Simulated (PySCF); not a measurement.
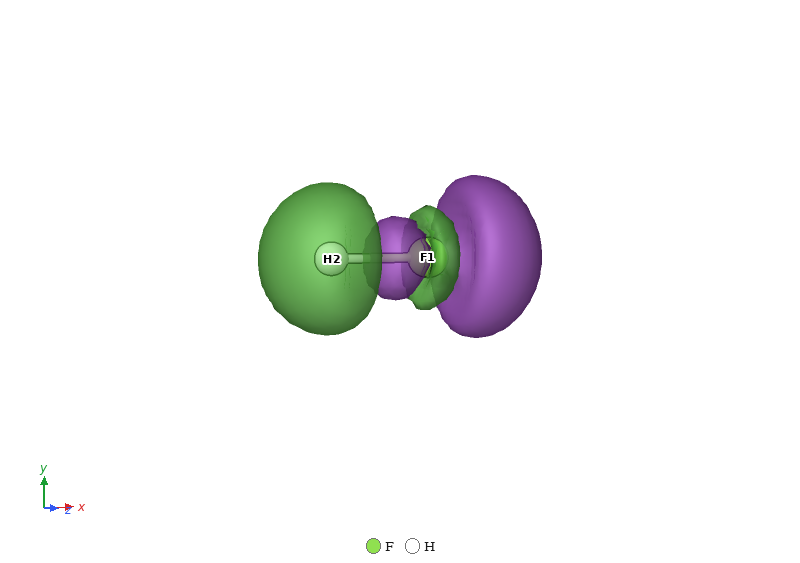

Figure. FH, SMILES `F`. Change of the electron density in a uniform field of 0.51 V/Å, surfaces at ±0.004 e/Å³ (purple: gain, green: loss).

PySCF calculation, M06-2X/def2-SVPD, gas phase; geometry: GFN2-xTB. No frequency check shows the geometry to be a minimum.

Coordinates in Å:

```
F1       0.0932    0.0000    0.0000
H2      -0.8392    0.0000    0.0000
```

Along which Cartesian direction does the field point?

Answer. Along −x: electrons gather on the +x side, against the field.

What dipole is induced, and what polarisability does it imply?

Answer. The induced dipole is 0.16 D (along the field); α along this axis, from the fields in both directions, is 6 bohr³ (0.9 Å³).

Which atoms gain and lose the most charge?

Answer. Electrons gather most on F1 (Hirshfeld charge changes by −0.013 e) and leave H2 most (+0.013 e); 0.022 electrons are displaced in all.

Run time: 1.5 s on 1 thread of Intel(R) Xeon(R) 6975P-C (Granite Rapids) (shared host), peak memory 0.18 GiB.
